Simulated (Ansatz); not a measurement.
## Changed inputs in constrained RPA: CsCrCl3 (cubic perovskite) (Pm-3m)

Wanted: the sensitivity and cost of U and J for CsCrCl3 (cubic perovskite) (Pm-3m).

Method: constrained RPA on LDA, plane waves, PAW, in Ansatz 0.2.0.

The structure was built from a prototype and need not be the compound's stable phase.

## 1. The structure

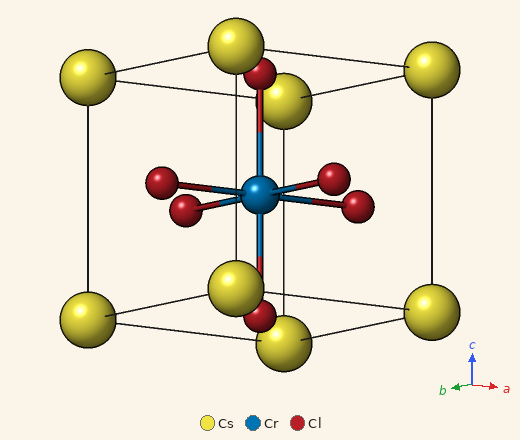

The cell as given, from a free direction (caesium yellow, chromium blue, chlorine red). Some periodic images of atoms are drawn too.

The structure was relaxed with LDA. The structure type comes from a generator and need not be one that this composition takes. The structure was generated from a model, not taken from a measurement. The runs that relaxed it are not among those shown. The program's search for lower electronic states was switched off, so nothing shows that the state found is the lowest. Spin-orbit coupling is left out unless a step names it. The default PAW set here is soft_2. Its files were made with PBE.

## 2. Base: Cr d, bands v2 to c3, 4×4×4 mesh, medium accuracy

Constrained RPA screens the interaction with every transition except those inside the target bands, which a later many-body model would treat itself.

Input file input.yaml:

```yaml
crystal:
  lattice:
    - [0.0, -4.7167821, 0.0]
    - [0.0, 0.0, 4.7167821]
    - [-4.7167821, 0.0, 0.0]
  atoms:
    - { symbol: Cs, position: [0.0, 0.0, 0.0] }
    - { symbol: Cr, position: [0.5, 0.5, 0.5] }
    - { symbol: Cl, position: [0.5, 0.5, 0.0] }
    - { symbol: Cl, position: [0.5, 0.0, 0.5] }
    - { symbol: Cl, position: [0.0, 0.5, 0.5] }
kpoints:
  mp_grid: { grid: [6, 6, 6] }
hamiltonian:
  xc: lda
scf:
  occupations: { method: gaussian, width: 0.08 }
  n_extra_bands: 19
  max_iter: 150
  lower_state_search: "off"
output:
  crpa:
    kmesh: [4, 4, 4]
    target_bands: [v2, c3]
    projections: [{ species: Cr, l: d, shell: 3 }]
  local_orbitals:
    kmesh: [8, 8, 8]
    orbitals: [{ species: Cr, l: d, shell: 3 }]
    window: { bands: [v2, c3] }
    seedname: lo
```

On the command line:

```sh
> ansatz run input.yaml --threads 4 --pin off --max-ram 9216MiB --backend cpu --events-out ev --progress --plain --runs-dir out
```

Numbers of over 12 decimals in the logs are rounded to 6 here.

The program printed:

```text
scf.n_extra_bands = 19 over 22 filled bands (N_el = 44.0): the run solves 41 bands
Engine: ansatz 0.2.0, aarch64-unknown-linux-gnu
Pseudopotentials: kind: paw
Pseudopotential: Cs, paw, valence charge 9, recommended cutoff 420 eV (normal), Cs.paw.azcp
Pseudopotential: Cr, paw, valence charge 14, recommended cutoff 420 eV (normal), Cr.paw.azcp
Pseudopotential: Cl, paw, valence charge 7, recommended cutoff 420 eV (normal), Cl.paw.azcp
Functional definition: SPW92
  exchange = slater_x
  correlation = pw_c
Crystal: 5 atoms, lattice volume = 104.939 Å³
Basis set: ecut = 420 eV, 2103 PW (Γ)
Bands: 41, of which v1, the nominal top of the filled ones, is band 22 counted from 1 (21 counted from 0)
Symmetry: 48 space group operations
Space group: Pm-3m (ITA 221), of the structure as read, at distance tolerance 4.7e-5 Å
k-points: 20 of 216
Non-local potential: Cs, projectors of the file, l = 0: 3, l = 1: 2, l = 2: 2, l = 3: 2
Non-local potential: Cr, projectors of the file, l = 0: 3, l = 1: 2, l = 2: 3, l = 3: 1
Non-local potential: Cl, projectors of the file, l = 0: 2, l = 1: 2, l = 2: 2
PAW form: soft (Blöchl's): semilocal exchange-correlation on the pseudo side does not see the compensation charge
PAW frozen core: Cs, regenerated for the run's functional, and the local potential with it (the file was generated under x = pbe(κ = 0.804, μ = 0.219515), c = pbe(β = 0.066725))
PAW frozen core: Cr, regenerated for the run's functional, and the local potential with it (the file was generated under x = pbe(κ = 0.804, μ = 0.219515), c = pbe(β = 0.066725))
PAW frozen core: Cl, regenerated for the run's functional, and the local potential with it (the file was generated under x = pbe(κ = 0.804, μ = 0.219515), c = pbe(β = 0.066725))
PAW one-centre angular grid: Cs, 194 points (default); XC on 64 Gauss nodes
PAW one-centre angular grid: Cr, 590 points (default); XC on 64 Gauss nodes
PAW one-centre angular grid: Cl, 110 points (default); XC on 64 Gauss nodes
Initial density: superposition of atomic densities (neutral atoms: chi_scale 0, normalization atom), corrected by the library's trained network
Initial wavefunctions: pseudopotential atomic-orbital guess
Functional: x = slater, c = lda
SCF iter   1: F=—  HF=-11965.349781 eV  |F-HF|=—  |Δ(HF+E_count)|=         —  Δρ=1.05e-2  dr2=6.17e-2  ethr=1.77e-3  ⟨swp⟩=6.0  Hψ=3818  notcnv=0  defer=114
preconditioner: auto → Resta (q_TF=auto, 2.360 Å⁻¹)  ε∞=3.2  [insulator: Δε(μ)=0.085 eV  Ē_g=14.582 eV  σ=0.080 eV  W_gap=0.53  n_scr=26 (ndim 8)  ℏωp=21.7 eV  f_vac=0.005  D(μ)=7.39/eV (n_scr^D=80)  ε∞_Penn≈3.2]
SCF iter   2: F=—  HF=-11965.336997 eV  |F-HF|=—  |Δ(HF+E_count)|=   1.28e-2  Δρ=5.09e-3  dr2=1.77e-2  ethr=1.40e-4  ⟨swp⟩=1.5  Hψ=1041  notcnv=0  defer=159
[...]
NSCF: frozen V_eff on 38 k-points
NSCF: frozen V_eff on 10 k-points
[...]
cRPA screening: q 1/64
cRPA screening: q 2/64
cRPA screening: q 8/64 (q-point 3)
cRPA screening: q 11/64 (q-point 6)
cRPA screening: q 23/64 (q-point 7)
cRPA screening: q 35/64 (q-point 11)
cRPA screening: q 38/64 (q-point 22)
cRPA screening: q 46/64 (q-point 23)
cRPA screening: q 58/64 (q-point 27)
cRPA screening: q 64/64 (q-point 43)
SCF converged after 8 iterations
Free energy (F): -11965.332477 eV
Harris-Foulkes:  -11965.332477 eV  (|F-HF|=2.90e-9)
Internal energy: -11965.307897 eV  (E = F + TS)
E sigma→0 (E₀):  -11965.320187 eV
Entropy (-TS):   -0.024580 eV (-4.916 meV/atom)
Fermi energy:    8.869691 eV
--- Per-component energies (eV) ---
  E_band       = -291.023218
  E_kinetic    = 976.252954
  E_local      = -2998.252105  (includes V_loc(G=0)·N_el)
  E_nonlocal   = 210.292932
  E_hartree    = 1226.120448
  E_xc         = -631.016080
  E_vxc        = -671.183698  (∫ρ·V_xc dr)
  E_paw        = -7921.498898  (= ΣΔE_a)
  E_vpaw       = -260.372487  (= ΣTr[D̂ρ^β])
  E_aug_tail   = 0.000665  (compensation charges beyond the density's cutoff)
  E_ewald      = -2828.414969
  E_core_change = 1.207156  (= ΣΔE_core)
  E_smearing   = -0.024580  (= −TS)
  E_closure    = 0.000000  (closes the sum)
  Σ components = -11965.332477   (vs F -11965.332477, Δ=0.00e0)
--- Band table (eV; the first three rows and the last of 20) ---
  k-point 0: bands = [... 18 lower, 5.7541, 5.7541, 7.8123, 7.8123, 7.8123, 8.6312, 8.6312, 11.7784, ... 15 higher]
  k-point 1: bands = [... 18 lower, 5.5875, 5.5875, 7.8270, 8.1340, 8.1340, 8.6356, 9.0139, 12.1419, ... 15 higher]
  k-point 2: bands = [... 18 lower, 5.2869, 5.2869, 7.8567, 8.6426, 8.6813, 8.6813, 9.4745, 13.0718, ... 15 higher]
  k-point 19: bands = [... 18 lower, 5.8819, 5.8819, 9.3322, 9.3322, 9.3322, 11.6103, 11.6103, 12.8430, ... 15 higher]
--- cRPA (band scheme, projected local orbitals): target bands 21..25 (1-based), 5 Wannier function(s), 4×4×4 mesh, 50 bands' worth read of 55 solved, ecut_chi 136.0 eV, v(q+G=0) probe_charge, pair densities all_electron ---
  bands read: the sum over 50 bands ends inside a degenerate multiplet in 11 slots, whose members it reads at an even weight; the widest, k=0: bands 49 to 51 (counted from 1) at 2/3 each
  χ-basis size per q: N_G = 360..389
  window electrons = 4.0000, filled by tetrahedron_uncorrected; constrained ε̄⁻¹(q = 0, 0) head = 0.249825; min gauge Gram eig = 0.6450
  Kanamori averages over each shell's own Wannier functions (sites counted from 0, functions from 1):
    Site 1, 3D, 5 of 5 d orbitals (Wannier functions 1, 2, 3, 4, 5; wannier90's mr 1, 2, 3, 4, 5):
      screened: U = 3.9557 eV, U' = 3.1034 eV, J = 0.4189 eV
      screened d-shell averages: U_bar = F0 = 3.2739 eV, J_bar = 0.5893 eV
      screened, to within: U = 1.5e-2 eV, U' = 1.5e-2 eV, J = 6.2e-4 eV
      screened d-shell averages, to within: U_bar = 1.4e-2 eV, J_bar = 8.7e-4 eV
      bare: V = 16.4835 eV, V' = 15.3689 eV, J = 0.5354 eV
      bare d-shell averages: V_bar = F0 = 15.5919 eV, J_bar = 0.7583 eV
  Hermiticity witness max|P − P†| over intra, direct and exchange elements: 1.07e-14 eV (screened), 3.55e-15 eV (bare)
  Reality witness max|Im| over intra, direct and exchange elements: 1.17e-18 eV (screened), 8.24e-18 eV (bare)
```

It took 82 s on 4 threads of Arm Neoverse V2, shared host; peak memory 0.76 GiB; 5.1 min of CPU time.

In the SCF lines HF is the Harris–Foulkes energy and dr2 the Hartree energy of the density residual, in eV; the loop may stop once dr2 is under the threshold and the program's other checks hold. Hψ counts applications of the Hamiltonian.

This step gave:

```
U                                                 : 3.956 eV
U prime (inter-orbital)                           : 3.103 eV
J                                                 : 0.4189 eV
bare V                                            : 16.48 eV
bare J                                            : 0.5354 eV
stated bound on U                                 : 0.01422 eV
U over bare V                                     : 0.2400
electrons in the window                           : 4.000
head of the constrained inverse dielectric matrix : 0.2498
least eigenvalue of the projection's overlap      : 0.6450
target functions                                  : 5
bands in the sums                                 : 50
r.m.s. miss of the model bands                    : 7.52e-4 eV
width of the target bands                         : 3.798 eV
weight of the projected orbitals in the window    : 0.8199
```

On the Cr d shell, screening brings the on-site interaction from 16.5 eV down to U = 3.96 eV.

## 3. Changed: 2×2×2 mesh

input.yaml, as its differences from that of step 2:

```diff
@@ -22,9 +22,4 @@
   crpa:
-    kmesh: [4, 4, 4]
+    kmesh: [2, 2, 2]
     target_bands: [v2, c3]
     projections: [{ species: Cr, l: d, shell: 3 }]
-  local_orbitals:
-    kmesh: [8, 8, 8]
-    orbitals: [{ species: Cr, l: d, shell: 3 }]
-    window: { bands: [v2, c3] }
-    seedname: lo
```

The program printed:

```text
[...]
Crystal: 5 atoms, lattice volume = 104.939 Å³
Basis set: ecut = 420 eV, 2103 PW (Γ)
Bands: 41, of which v1, the nominal top of the filled ones, is band 22 counted from 1 (21 counted from 0)
Symmetry: 48 space group operations
[...]
k-points: 20 of 216
[...]
SCF iter   1: F=—  HF=-11965.349781 eV  |F-HF|=—  |Δ(HF+E_count)|=         —  Δρ=1.05e-2  dr2=6.17e-2  ethr=1.77e-3  ⟨swp⟩=6.0  Hψ=3818  notcnv=0  defer=114
[...]
SCF iter   8: F=-11965.332477 eV  HF=-11965.332477 eV  |F-HF|=2.90e-9  |Δ(HF+E_count)|=   6.65e-8  Δρ=2.11e-6  dr2=5.72e-9  ethr=2.27e-10  ⟨swp⟩=9.4  Hψ=3348  notcnv=0
SCF 1 converged in 8 iterations: F = -11965.332477 eV  dr2 = 5.72e-9
[...]
NSCF: frozen V_eff on 4 k-points
[...]
cRPA screening: q 1/8
cRPA screening: q 2/8
cRPA screening: q 5/8 (q-point 4)
cRPA screening: q 8/8
SCF converged after 8 iterations
Free energy (F): -11965.332477 eV
[...]
Internal energy: -11965.307897 eV  (E = F + TS)
E sigma→0 (E₀):  -11965.320187 eV
Entropy (-TS):   -0.024580 eV (-4.916 meV/atom)
Fermi energy:    8.869691 eV
[...]
--- Band table (eV; the first three rows and the last of 20) ---
  k-point 0: bands = [... 18 lower, 5.7541, 5.7541, 7.8123, 7.8123, 7.8123, 8.6312, 8.6312, 11.7784, ... 15 higher]
  k-point 1: bands = [... 18 lower, 5.5875, 5.5875, 7.8270, 8.1340, 8.1340, 8.6356, 9.0139, 12.1419, ... 15 higher]
  k-point 2: bands = [... 18 lower, 5.2869, 5.2869, 7.8567, 8.6426, 8.6813, 8.6813, 9.4745, 13.0718, ... 15 higher]
  k-point 19: bands = [... 18 lower, 5.8819, 5.8819, 9.3322, 9.3322, 9.3322, 11.6103, 11.6103, 12.8430, ... 15 higher]
[...]
χ-basis size per q: N_G = 360..389
[...]
screened: U = 4.4817 eV, U' = 3.5831 eV, J = 0.4391 eV
      screened d-shell averages: U_bar = F0 = 3.7628 eV, J_bar = 0.6188 eV
      screened, to within: U = 1.5e-2 eV, U' = 1.5e-2 eV, J = 6.6e-4 eV
      screened d-shell averages, to within: U_bar = 1.4e-2 eV, J_bar = 9.5e-4 eV
      bare: V = 17.1368 eV, V' = 15.9820 eV, J = 0.5576 eV
      bare d-shell averages: V_bar = F0 = 16.2130 eV, J_bar = 0.7886 eV
[...]
```

It took 12 s on 4 threads; peak memory 0.64 GiB; 42 s of CPU time.

Numbers from this step:

| Quantity | Value |
| --- | --- |
| U | 4.482 eV |
| U prime (inter-orbital) | 3.583 eV |
| J | 0.4391 eV |
| bare V | 17.14 eV |
| bare J | 0.5576 eV |
| stated bound on U | 0.01440 eV |
| U over bare V | 0.2615 |
| electrons in the window | 4.000 |
| head of the constrained inverse dielectric matrix | 0.2419 |
| least eigenvalue of the projection's overlap | 0.6468 |
| target functions | 5 |
| bands in the sums | 50 |
| width of the target bands | 3.798 eV |
| weight of the projected orbitals in the window | 0.8199 |

On the Cr d shell, screening brings the on-site interaction from 17.1 eV down to U = 4.48 eV.

## 4. Changed: smooth pair densities

input.yaml, as its differences from that of step 3:

```diff
@@ -22,4 +22,5 @@
   crpa:
-    kmesh: [2, 2, 2]
+    kmesh: [4, 4, 4]
     target_bands: [v2, c3]
     projections: [{ species: Cr, l: d, shell: 3 }]
+    pair_densities: pseudo
```

The program printed:

```text
[...]
Crystal: 5 atoms, lattice volume = 104.939 Å³
Basis set: ecut = 420 eV, 2103 PW (Γ)
Bands: 41, of which v1, the nominal top of the filled ones, is band 22 counted from 1 (21 counted from 0)
Symmetry: 48 space group operations
[...]
k-points: 20 of 216
[...]
screened, to within: U = 1.9e-3 eV, U' = 1.9e-3 eV, J = 1.3e-4 eV
      screened d-shell averages, to within: U_bar = 1.7e-3 eV, J_bar = 1.8e-4 eV
      screened, sum over states alone: U = 4.3770 eV, U' = 3.3352 eV, J = 0.5069 eV
      screened d-shell averages, sum over states alone: U_bar = F0 = 3.5436 eV, J_bar = 0.7153 eV
      bare: V = 16.4835 eV, V' = 15.3689 eV, J = 0.5354 eV
      bare d-shell averages: V_bar = F0 = 15.5919 eV, J_bar = 0.7583 eV
[...]
[key lines of the parts left out:]
SCF converged after 8 iterations
Free energy (F): -11965.332477 eV
Fermi energy:    8.869691 eV
```

Wall time 1.7 min (4 threads); peak memory 0.67 GiB.

Numbers from this step:

```yaml
u: 3.986 eV
u_prime_inter_orbital: 3.098 eV
j: 0.4374 eV
bare_v: 16.48 eV
bare_j: 0.5354 eV
stated_bound_on_u: 0.001821 eV
u_over_bare_v: 0.2418
electrons_in_the_window: 4.000
head_of_the_constrained_inverse_dielectric_matrix: 0.2501
least_eigenvalue_of_the_projection_s_overlap: 0.6450
target_functions: 5
bands_in_the_sums: 50
width_of_the_target_bands: 3.798 eV
weight_of_the_projected_orbitals_in_the_window: 0.8199
```

On the Cr d shell, screening brings the on-site interaction from 16.5 eV down to U = 3.99 eV.

## 5. Changed: sums over states

input.yaml, as its differences from that of step 4:

```diff
@@ -25,2 +25,4 @@
     projections: [{ species: Cr, l: d, shell: 3 }]
-    pair_densities: pseudo
+    accuracy: sum_over_states
+    n_empty_bands: 88
+    ecut_chi: 70
```

The program printed:

```text
[...]
Crystal: 5 atoms, lattice volume = 104.939 Å³
Basis set: ecut = 420 eV, 2103 PW (Γ)
Bands: 41, of which v1, the nominal top of the filled ones, is band 22 counted from 1 (21 counted from 0)
Symmetry: 48 space group operations
[...]
k-points: 20 of 216
[...]
χ-basis size per q: N_G = 134..150
[...]
U and J over all bands: no bound (output.crpa.accuracy: sum_over_states); those below are of the sums over the bands read on the sphere of ecut_chi, with what the atoms add
[...]
screened: U = 4.1163 eV, U' = 3.1808 eV, J = 0.4548 eV
      screened d-shell averages: U_bar = F0 = 3.3679 eV, J_bar = 0.6419 eV
      bare: V = 16.4835 eV, V' = 15.3689 eV, J = 0.5354 eV
      bare d-shell averages: V_bar = F0 = 15.5919 eV, J_bar = 0.7583 eV
[...]
[key lines of the parts left out:]
SCF converged after 8 iterations
Free energy (F): -11965.332477 eV
Fermi energy:    8.869691 eV
```

Run time: 9.5 s. Hardware: 4 threads; peak memory 0.75 GiB; 35 s of CPU time.

This variant gives U = 4.12 eV against 3.96 eV. It is a finite sum over empty states with no bound on its error and stays out of the table below.

(Part 1 of 2 ends here.)

[Paths, hosts, dates, memory and timing lines, banners, echoed tables and standing remarks are left out of the program output.]

[Logs are printed without paths, hosts, clocks, repeated set-up lines and the standing remarks that a program may print on its own settings, such as how far it seeks lower states.]

[Runs of the session that timed out or met a known fault of the program may be left out.]

[Hosts, paths, dates, database ids (printed as entryN), source tags and the programs' standing remarks are cut or masked in the printed files.]
